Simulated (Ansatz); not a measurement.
The calculation's input:

```
crystal:
  periodic: [false, false, false]
  atoms:
    - {symbol: Al, position_ang: [0.707275, 1.568346, 0.370683]}
    - {symbol: B, position_ang: [-0.777369, 0.084474, -1.247779]}
    - {symbol: Cl, position_ang: [0.910649, 0.430472, -1.965654]}
    - {symbol: N, position_ang: [-0.915662, 0.689781, -0.026301]}
    - {symbol: H, position_ang: [0.750556, 3.132675, 0.026113]}
    - {symbol: H, position_ang: [-1.774192, 0.578957, 0.504678]}
    - {symbol: H, position_ang: [-1.508246, -0.598960, -1.906375]}
basis:
  gaussian:
    orbitals: def2-TZVPD
magnetization:
  spin_polarized: true
  initial_magnetization: 1
hamiltonian:
  xc: {name: PBE0}
output: {forces: true, orbitals: {seedname: orbitals}}
```

Run with:

```sh
ansatz run input.yaml --threads 1 --pin off --max-ram 2610MiB --events-out events.jsonl --progress --plain --runs-dir runs
```

Geometry: B3LYP-D3(BJ)/def2-SVP.

Level of theory: Ansatz 0.2.0, isolated molecule in a Gaussian basis; Kohn-Sham density functional theory, functional PBE0.

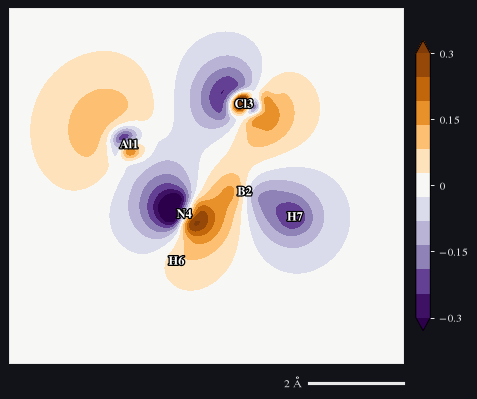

AlBClH3N (SMILES B1[NH][AlH]<-[Cl]1) (doublet). The HOMO−1 (β) on the plane of atoms Al1, N4 and H6 (values in Å⁻³ᐟ²; the overall sign is arbitrary).

Question: Describe this orbital and give its energy.

Answer: It lies mainly on N4 (about 25 %), Cl3 (about 25 %), H5 (about 20 %), Al1 (about 20 %) and B2 (about 10 %). Its energy is −8.81 eV.
